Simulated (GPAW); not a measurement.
# Quasiparticle gap of SnO2 (Cassiterite) in GPAW

How does a plane-wave GW calculation on SnO2 (Cassiterite) run from the first input to the gap?

Main program and level: GPAW 26.7.0; PBE and many-body steps on it, plane waves.

**Experimental background.**

- Gap 3.6 eV: experimental gap quoted from earlier work; bulk crystal (quoted in “Study on the Photocatalytic Properties of Flower-Shaped SnO2”, 2022, pmc:9565917).

Report form: the programs' logs are mostly left out.

## Step 1: The starting structure

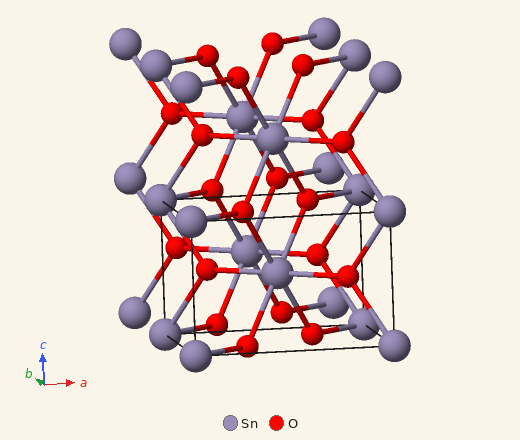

The starting structure, seen slightly off an axis (tin purple, oxygen red). 1×2×2 cells are drawn. Some periodic images of atoms are drawn too.

Coordinates:

```cif
data_structure
_symmetry_space_group_name_H-M 'P 1'
_symmetry_Int_Tables_number 1
_cell_length_a 4.7380
_cell_length_b 4.7380
_cell_length_c 3.1865
_cell_angle_alpha 90.000
_cell_angle_beta 90.000
_cell_angle_gamma 90.000
_cell_volume 71.53
loop_
_atom_site_label
_atom_site_type_symbol
_atom_site_fract_x
_atom_site_fract_y
_atom_site_fract_z
_atom_site_occupancy
Sn1 Sn 0.00000 0.00000 0.00000 1
Sn2 Sn 0.50000 0.50000 0.50000 1
O3 O 0.30710 0.30710 0.00000 1
O4 O 0.19290 0.80710 0.50000 1
O5 O 0.69290 0.69290 0.00000 1
O6 O 0.80710 0.19290 0.50000 1
```

The cell and positions come from the Crystallography Open Database and are kept as given unless a step says otherwise.

## Step 2: Ground state

This step: GPAW 26.7.0; DFT, PBE, plane waves, PAW.

The ground-state density comes first.

run.py

```python
import json
import numpy as np
from gpaw.mpi import world
from ase import Atoms
from gpaw import GPAW, PW, FermiDirac

atoms = Atoms(['Sn', 'Sn', 'O', 'O', 'O', 'O'],
    cell=[[4.7380000000, 0.0000000000, 0.0000000000],
      [0.0000000000, 4.7380000000, 0.0000000000],
      [0.0000000000, 0.0000000000, 3.1865000000]],
    scaled_positions=[[0.0000000000, 0.0000000000, 0.0000000000],
      [0.5000000000, 0.5000000000, 0.5000000000],
      [0.3071000000, 0.3071000000, 0.0000000000],
      [0.1929000000, 0.8071000000, 0.5000000000],
      [0.6929000000, 0.6929000000, 0.0000000000],
      [0.8071000000, 0.1929000000, 0.5000000000]],
    pbc=(True, True, True))
calc = GPAW(mode=PW(600),
    xc='PBE',
    kpts={'size': (6, 6, 8), 'gamma': True},
    occupations=FermiDirac(0.001),
    nbands=-9,
    convergence={'density': 1e-6, 'bands': -3},
    maxiter=100,
    txt='gs.txt')
atoms.calc = calc
res = {'energy': atoms.get_potential_energy()}
kpts = calc.get_ibz_k_points()
res['kpts'] = kpts
res['eigenvalues'] = [calc.get_eigenvalues(kpt=k) for k in range(len(kpts))]
res['n_electrons'] = calc.get_number_of_electrons()
calc.write('gs.gpw')

if world.rank == 0:
    with open('result.json', 'w') as f:
        json.dump(res, f, default=lambda x: x.tolist())
```

Run with:

```
$ mpirun -n 4 gpaw python run.py
```

Elapsed: 32 s, on 4 MPI ranks of AMD EPYC 9R14 (Zen 4), shared host; peak memory 0.84 GiB.

Numbers from this step:

```yaml
total_energy: -38.44 eV
gap: 1.311 eV
k_of_the_valence_top: 0, 0, 0
k_of_the_conduction_bottom: 0, 0, 0
least_direct_gap: 1.311 eV
```

The gap is direct, at Γ.

## Step 3: Bands along the symmetry lines

The cheap functional maps the bands first; the places of the edges decide which points the dearer methods must see.

run.py

```python
import json
import numpy as np
from gpaw.mpi import world
from gpaw import GPAW

path = [[0.000000, 0.000000, 0.000000],
    [0.000000, 0.062500, 0.000000],
    [0.000000, 0.125000, 0.000000],
    [0.000000, 0.187500, 0.000000],
    [0.000000, 0.250000, 0.000000],
    [0.000000, 0.312500, 0.000000],
    [0.000000, 0.375000, 0.000000],
    [0.000000, 0.437500, 0.000000],
    [0.000000, 0.500000, 0.000000],
    [0.062500, 0.500000, 0.000000],
    [0.125000, 0.500000, 0.000000],
    [0.187500, 0.500000, 0.000000],
    [0.250000, 0.500000, 0.000000],
    [0.312500, 0.500000, 0.000000],
    [0.375000, 0.500000, 0.000000],
    [0.437500, 0.500000, 0.000000],
    [0.500000, 0.500000, 0.000000],
    [0.437500, 0.437500, 0.000000],
    [0.375000, 0.375000, 0.000000],
    [0.312500, 0.312500, 0.000000],
    [0.250000, 0.250000, 0.000000],
    [0.187500, 0.187500, 0.000000],
    [0.125000, 0.125000, 0.000000],
    [0.062500, 0.062500, 0.000000],
    [0.000000, 0.000000, 0.000000],
    [0.000000, 0.000000, 0.062500],
    [0.000000, 0.000000, 0.125000],
    [0.000000, 0.000000, 0.187500],
    [0.000000, 0.000000, 0.250000],
    [0.000000, 0.000000, 0.312500],
    [0.000000, 0.000000, 0.375000],
    [0.000000, 0.000000, 0.437500],
    [0.000000, 0.000000, 0.500000],
    [0.000000, 0.062500, 0.500000],
    [0.000000, 0.125000, 0.500000],
    [0.000000, 0.187500, 0.500000],
    [0.000000, 0.250000, 0.500000],
    [0.000000, 0.312500, 0.500000],
    [0.000000, 0.375000, 0.500000],
    [0.000000, 0.437500, 0.500000],
    [0.000000, 0.500000, 0.500000],
    [0.062500, 0.500000, 0.500000],
    [0.125000, 0.500000, 0.500000],
    [0.187500, 0.500000, 0.500000],
    [0.250000, 0.500000, 0.500000],
    [0.312500, 0.500000, 0.500000],
    [0.375000, 0.500000, 0.500000],
    [0.437500, 0.500000, 0.500000],
    [0.500000, 0.500000, 0.500000],
    [0.437500, 0.437500, 0.500000],
    [0.375000, 0.375000, 0.500000],
    [0.312500, 0.312500, 0.500000],
    [0.250000, 0.250000, 0.500000],
    [0.187500, 0.187500, 0.500000],
    [0.125000, 0.125000, 0.500000],
    [0.062500, 0.062500, 0.500000],
    [0.000000, 0.000000, 0.500000],
    [0.000000, 0.500000, 0.000000],
    [0.000000, 0.500000, 0.062500],
    [0.000000, 0.500000, 0.125000],
    [0.000000, 0.500000, 0.187500],
    [0.000000, 0.500000, 0.250000],
    [0.000000, 0.500000, 0.312500],
    [0.000000, 0.500000, 0.375000],
    [0.000000, 0.500000, 0.437500],
    [0.000000, 0.500000, 0.500000],
    [0.500000, 0.500000, 0.000000],
    [0.500000, 0.500000, 0.062500],
    [0.500000, 0.500000, 0.125000],
    [0.500000, 0.500000, 0.187500],
    [0.500000, 0.500000, 0.250000],
    [0.500000, 0.500000, 0.312500],
    [0.500000, 0.500000, 0.375000],
    [0.500000, 0.500000, 0.437500],
    [0.500000, 0.500000, 0.500000]]
calc = GPAW('gs.gpw').fixed_density(kpts=path,
    symmetry='off',
    nbands=36,
    convergence={'bands': 32},
    txt='bands.txt')
res = {}
kpts = calc.get_ibz_k_points()
res['kpts'] = kpts
res['eigenvalues'] = [calc.get_eigenvalues(kpt=k) for k in range(len(kpts))]
res['n_electrons'] = calc.get_number_of_electrons()

if world.rank == 0:
    with open('result.json', 'w') as f:
        json.dump(res, f, default=lambda x: x.tolist())
```

Run with:

```
$ mpirun -n 4 gpaw python run.py
```

The job ended after 26 s (4 MPI ranks; peak memory 0.94 GiB).

This step gave:

- gap: 1.311 eV
- k of the valence top: 0, 0, 0
- k of the conduction bottom: 0, 0, 0
- least direct gap: 1.311 eV

The gap is 1.311 eV, as in the run before at this level.

Electronic bands along the path, in eV, zero at the top of the highest filled band:

| point | band 23 | band 24 | band 25 | band 26 | band 27 | band 28 | band 29 | band 30 |
| --- | --- | --- | --- | --- | --- | --- | --- | --- |
| Γ | -1.21 | -0.77 | -0.77 | 0.00 | 1.31 | 6.18 | 6.37 | 6.37 |
| X | -1.17 | -1.17 | -0.63 | -0.63 | 4.47 | 4.47 | 7.11 | 7.12 |
| M | -1.29 | -1.29 | -0.89 | -0.89 | 4.87 | 4.87 | 7.55 | 7.55 |
| Γ | -1.21 | -0.77 | -0.77 | 0.00 | 1.31 | 6.18 | 6.37 | 6.37 |
| Z | -1.65 | -1.65 | -1.25 | -1.25 | 6.26 | 6.26 | 9.81 | 9.81 |
| R | -1.10 | -1.10 | -0.68 | -0.68 | 6.53 | 6.53 | 8.10 | 8.10 |
| A | -0.97 | -0.97 | -0.83 | -0.83 | 4.96 | 4.96 | 8.91 | 8.91 |
| Z | -1.65 | -1.65 | -1.25 | -1.25 | 6.26 | 6.26 | 9.81 | 9.81 |
| jump to X | -1.17 | -1.17 | -0.63 | -0.63 | 4.47 | 4.47 | 7.11 | 7.12 |
| R | -1.10 | -1.10 | -0.68 | -0.68 | 6.53 | 6.53 | 8.10 | 8.10 |
| jump to M | -1.29 | -1.29 | -0.89 | -0.89 | 4.87 | 4.87 | 7.55 | 7.55 |
| A | -0.97 | -0.97 | -0.83 | -0.83 | 4.96 | 4.96 | 8.91 | 8.91 |

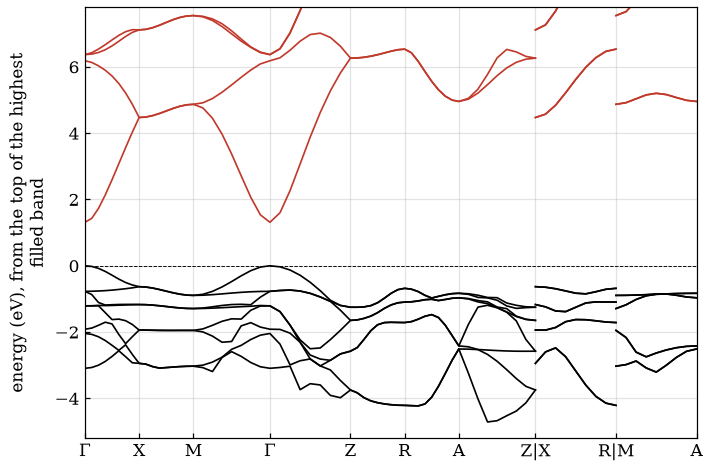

Electronic bands along the path; lines of filled and empty bands in two colours.

## Step 4: Empty states on the mesh, 4×4×6 mesh, 172 bands

The sums over transitions need many empty states on a uniform mesh; this step solves for them.

run.py

```python
import json
import numpy as np
from gpaw.mpi import world
from gpaw import GPAW

calc = GPAW('gs.gpw').fixed_density(kpts={'size': (4, 4, 6), 'gamma': True},
    parallel={'domain': 1, 'band': 1},
    txt='nscf.txt')
calc.diagonalize_full_hamiltonian(nbands=172)
calc.write('full.gpw', mode='all')
res = {}
kpts = calc.get_ibz_k_points()
res['kpts'] = kpts
res['eigenvalues'] = [calc.get_eigenvalues(kpt=k) for k in range(len(kpts))]
res['n_electrons'] = calc.get_number_of_electrons()

if world.rank == 0:
    with open('result.json', 'w') as f:
        json.dump(res, f, default=lambda x: x.tolist())
```

Run with:

```
$ mpirun -n 4 gpaw python run.py
```

Wall time 57 s (4 MPI ranks); peak memory 2.7 GiB.

Numbers from this step:

| Item | Value |
| --- | --- |
| gap | 1.311 eV |
| k of the valence top | 0, 0, 0 |
| k of the conduction bottom | 0, 0, 0 |
| least direct gap | 1.311 eV |
| k points computed | 28 |
| lowest point of the top converged band, above the valence top | 83.7135 eV |

On this mesh the gap is 1.311 eV.

## Step 5: Screening and self-energy, 4×4×6 mesh, 162 bands, screening to 100 eV

Now the one-shot GW correction: screening in the RPA, then the self-energy of the levels asked for.

This step: G0W0 on PBE, plane waves, PAW.

run.py

```python
import json
import numpy as np
from gpaw.mpi import world
from gpaw.response.g0w0 import G0W0

gw = G0W0('full.gpw',
    filename='gw',
    kpts=[0],
    bands=(24, 28),
    ecut=100,
    nbands=162,
    integrate_gamma='WS',
    ppa=True)
gw.calculate()
res = {mode: {k: v for k, v in r.items() if k != 'sigma_eskwn'}
       for mode, r in gw.all_results.items()}

if world.rank == 0:
    with open('result.json', 'w') as f:
        json.dump(res, f, default=lambda x: x.tolist())
```

Run with:

```
$ mpirun -n 4 gpaw python run.py
```

It took 4.4 min on 4 MPI ranks; peak memory 2 GiB.

This step gave:

```
G0W0 gap on the points computed              : 3.042 eV
least direct G0W0 gap on the computed points : 3.042 eV
Z at the valence top                         : 0.7800
Z at the conduction bottom                   : 0.8409
starting gap on the mesh                     : 1.311 eV
k of the valence top                         : 0, 0, 0
k of the conduction bottom                   : 0, 0, 0
```

The gap on the mesh goes from 1.31 eV to 3.04 eV, a correction of +1.73 eV.

Limits: finite bands, cutoff and mesh; no spin-orbit coupling. v1 is the top filled band, c1 the lowest empty one. Levels before and after the correction, in eV, zero at the valence-band top of each column:

```csv
,conduction bottom,valence top
Kohn-Sham,1.31,0.00
G0W0,3.04,0.00
```

```csv
,level,energy (eV)
Kohn-Sham,Γ v2,-0.772
Kohn-Sham,Γ v1,0.000
Kohn-Sham,Γ c1,1.311
Kohn-Sham,Γ c2,6.184
G0W0,Γ v2,-0.729
G0W0,Γ v1,0.000
G0W0,Γ c1,3.042
G0W0,Γ c2,8.348
```

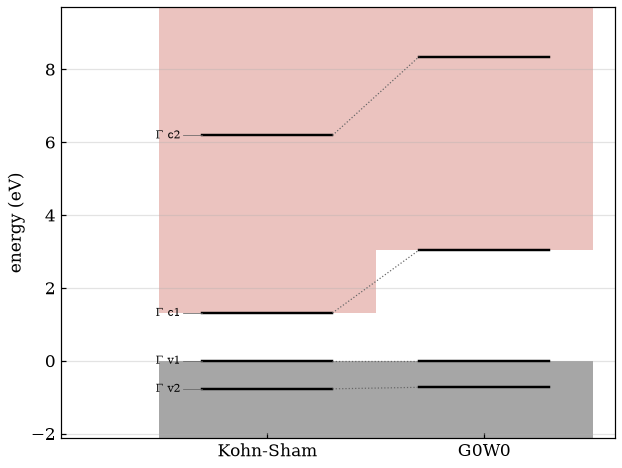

Levels before and after the correction. Shaded: valence and conduction bands.

## Step 6: Where the time went

Times are wall times on 4 MPI ranks of AMD EPYC 9R14 (Zen 4), shared host. The host was busy with other work, so they are no guide to cost.

```csv
step,time,share,memory (GiB)
ground state,32 s,8 %,0.84
bands along the symmetry lines,26 s,7 %,0.94
empty states on the mesh,57 s,15 %,2.7
screening and self-energy,4.4 min,70 %,2.0
```

## Step 7: Summary of results

```
PBE gap              : 1.31 eV, direct
G0W0 gap on the mesh : 3.04 eV
GW settings          : 4×4×6 mesh, 162 bands, screening to 100 eV, Godby-Needs plasmon pole
known limits         : not at the basis limit; no spin-orbit coupling
```

In words: G0W0 moves the gap on the mesh from 1.31 eV to 3.04 eV (+1.73 eV), with Z of 0.78 and 0.84 at the edges. Only 1 of the mesh's irreducible points was corrected, so a valley elsewhere could overtake. The dearest step here is «screening and self-energy». Against experiment, by G0W0@PBE: the gap of 3.04 eV lies −0.56 eV from the measured 3.6 eV (kind not stated, quoted 2022). The calculation has static nuclei and no excitons; a measured gap holds zero-point and thermal motion, which mostly lowers it. Against the values above the computed gap that would widen the miss. An edge that is forbidden or weak in absorption could explain it, and so could too strong a screening: the start's gap is only 1.31 eV, and one shot does not repair that. Bands and cutoff are finite, so the gap is not at the basis limit. The miss can reach some tenths of an eV and take either sign; the mesh is an error of its own. These stock PAW sets were not made for GW. In the G0W0 run levels were corrected at 1 k point alone, so a gap called «on the mesh» is the least over those, and an edge elsewhere would be missed. The many-body steps are scalar-relativistic: spin-orbit coupling is not in them.

[Paths, hosts, dates, memory and timing lines, banners, echoed tables and standing remarks are left out of the program output.]

[Logs are printed without paths, hosts, clocks, repeated set-up lines and the standing remarks that a program may print on its own settings, such as how far it seeks lower states.]

[Runs of the session that timed out or met a known fault of the program may be left out.]

[Hosts, paths, dates, database ids (printed as entryN), source tags and the programs' standing remarks are cut or masked in the printed files.]
